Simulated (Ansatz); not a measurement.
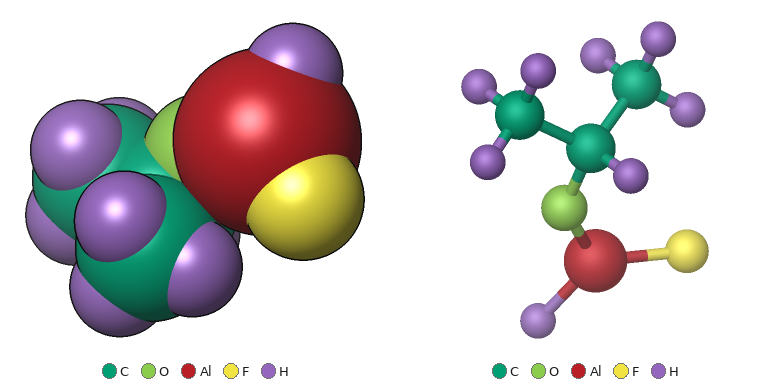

Two views of one molecule.

The computed structure is the end point of a PBE0-D4/def2-TZVP optimisation.

What is the molecular formula?

Answer. C3H8AlFO, 14 atoms: 3 carbon, 8 hydrogen, 1 aluminium, 1 fluorine and 1 oxygen.

Count the bonded pairs by element.

Answer. 7 C–H, 2 C–C, 1 C–O, 1 Al–O, 1 Al–F, 1 Al–H.

The parts below concern this one geometry. Atoms keep their numbers from picture to picture.

### Geometry

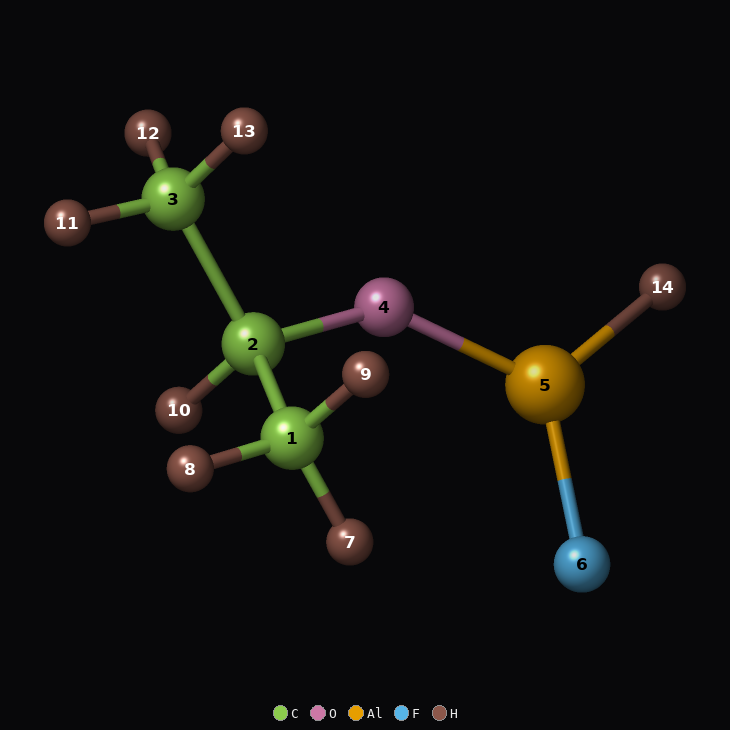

Atoms carry their numbers in the input.

How are the neighbours of atom 3 arranged?

Answer. C3 has 4 neighbours (C2 at 1.51, H11 at 1.09, H12 at 1.09, H13 at 1.09 Å); the arrangement is tetrahedral.

Describe the coordination of atom 5.

Answer. Al5 has 3 neighbours (O4 at 1.67, F6 at 1.65, H14 at 1.56 Å); the arrangement is trigonal planar.

How are the neighbours of atom 4 arranged?

Answer. O4 has 2 neighbours (C2 at 1.41, Al5 at 1.67 Å); the arrangement is bent.

How are the neighbours of atom 2 arranged?

Answer. C2 has 4 neighbours (C1 at 1.52, C3 at 1.51, O4 at 1.41, H10 at 1.10 Å); the arrangement is tetrahedral.

What is the dihedral angle C3–C2–O4–Al5?

Answer. 165° in size, that is anti.

### Vibrations

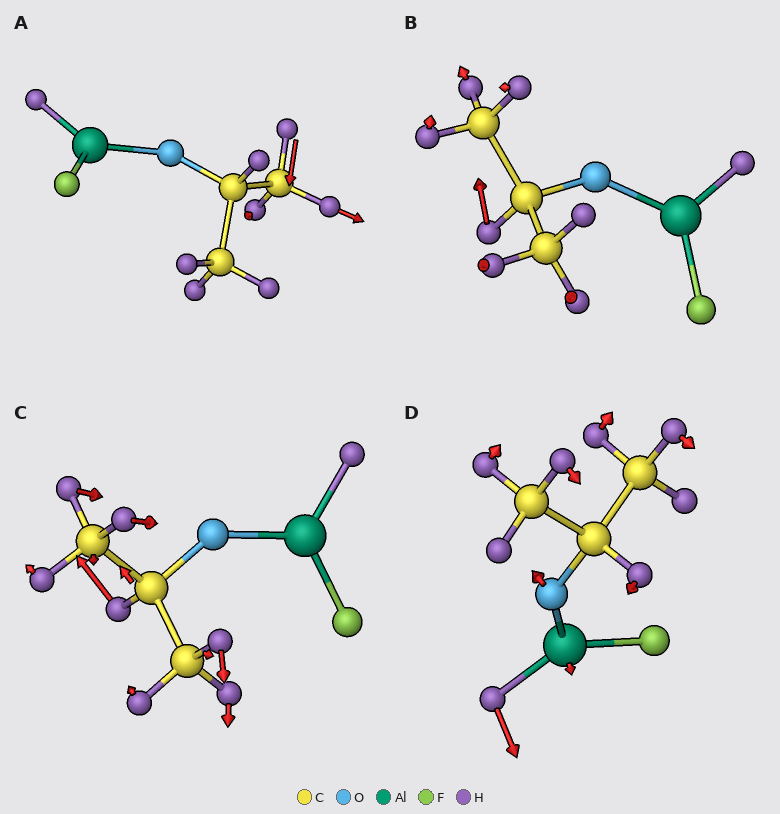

4 normal modes of one molecule or complex, as arrows. Harmonic vibrations computed with RKS PBE0-D4/def2-TZVP (Ansatz 0.2.0) at a stationary point of the same level.

Match the panels to the wavenumbers 118 cm⁻¹, 1167 cm⁻¹, 1364 cm⁻¹, 3138 cm⁻¹.

Answer. A: 3138 cm⁻¹, out-of-phase stretching of 2 C–H bonds
B: 1364 cm⁻¹, C–C–H bending
C: 1167 cm⁻¹
D: 118 cm⁻¹, a torsion or out-of-plane motion in which bond lengths and bond angles hardly change

### Levels of theory compared

Program: Ansatz 0.2.0.

Tabulate vertical IP (eV), HOMO energy (eV), HOMO–LUMO gap (eV) at these levels: B3LYP-D4/def2-TZVPP; PBE-D4/def2-TZVPP; PBE0-D4/def2-TZVPP; r2SCAN-D4/def2-TZVPP; ωB97M-V/def2-TZVPP; ωB97X-V/def2-TZVPP.

```json
{"level": "B3LYP-D4/def2-TZVPP", "vertical IP (eV)": "10.45", "HOMO energy (eV)": "−8.07", "HOMO–LUMO gap (eV)": "7.41"}
{"level": "PBE-D4/def2-TZVPP", "vertical IP (eV)": "10.04", "HOMO energy (eV)": "−6.81", "HOMO–LUMO gap (eV)": "5.63"}
{"level": "PBE0-D4/def2-TZVPP", "vertical IP (eV)": "10.39", "HOMO energy (eV)": "−8.27", "HOMO–LUMO gap (eV)": "7.87"}
{"level": "r2SCAN-D4/def2-TZVPP", "vertical IP (eV)": "10.20", "HOMO energy (eV)": "−7.10", "HOMO–LUMO gap (eV)": "6.33"}
{"level": "ωB97M-V/def2-TZVPP", "vertical IP (eV)": "10.54", "HOMO energy (eV)": "−10.67", "HOMO–LUMO gap (eV)": "11.78"}
{"level": "ωB97X-V/def2-TZVPP", "vertical IP (eV)": "10.56", "HOMO energy (eV)": "−10.75", "HOMO–LUMO gap (eV)": "12.21"}
```

### Charges

The questions are on Mulliken charges. Level of theory: RKS r2SCAN-D4/def2-TZVPP (Ansatz 0.2.0).

List the Mulliken charges.

```csv
atom,value (e)
C1,−0.16
C2,0.23
C3,−0.13
O4,−0.38
Al5,0.66
F6,−0.37
H7,0.06
H8,0.04
H9,0.04
H10,0.00
H11,0.04
H12,0.05
H13,0.04
H14,−0.12
```

Mulliken values depend strongly on the basis set and can even reverse the polarity of a bond.
